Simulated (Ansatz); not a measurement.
System: F₂H₂Si···HBr.

Input file:

```
crystal:
  periodic: [false, false, false]
  atoms:
    - {symbol: Si, position_ang: [-0.451969, 0.747051, 0.459576]}
    - {symbol: Br, position_ang: [1.809534, -2.065218, -0.644629]}
    - {symbol: F, position_ang: [-0.895563, 0.070380, -0.912636]}
    - {symbol: F, position_ang: [-1.500512, 1.895620, 0.772486]}
    - {symbol: H, position_ang: [-0.533120, -0.263776, 1.527873]}
    - {symbol: H, position_ang: [0.698542, -1.746442, -1.473875]}
    - {symbol: H, position_ang: [0.872987, 1.362385, 0.271303]}
basis:
  gaussian: {orbitals: def2-TZVPP}
hamiltonian: {xc: pbe0, dispersion: d4}
output: {orbitals: {seedname: orbitals}}
```

Command:

```sh
ansatz run in.yaml --threads 4 --pin off --events-out ev --progress --plain --max-ram 9574MiB
```

The product side of a reaction path; geometry: PBE0-D4/def2-TZVP; a saddle point, not a minimum.

The calculation used RKS PBE0-D4/def2-TZVPP (Ansatz).

What can the converged electron density and electron localisation function tell about the bonding?

Si1···Br2 (3.77 Å): the density falls to about 0.03 e/Å³ on the way; the ELF dips to about 0 between them (a non-bonded, intermolecular contact).
Si–F (1.59 Å): ρ at the midpoint is about 1.2 e/Å³; the ELF peaks at about 0.85 in the valence shell of F, 0.6 Å from its nucleus, and is about 0.55 at the midpoint.
Br–H (1.42 Å): ρ is about 1.6 e/Å³ halfway; the ELF climbs to about 1 towards the hydrogen, as it does in any bond to H.

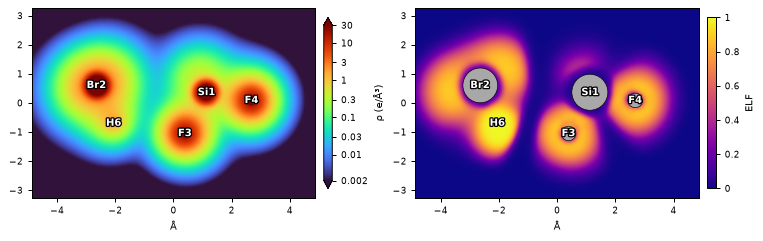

Computed electron density and electron localisation function on the plane of atoms F3, Si1 and F4, in this order. Grey discs cover the atomic cores in the ELF map. 
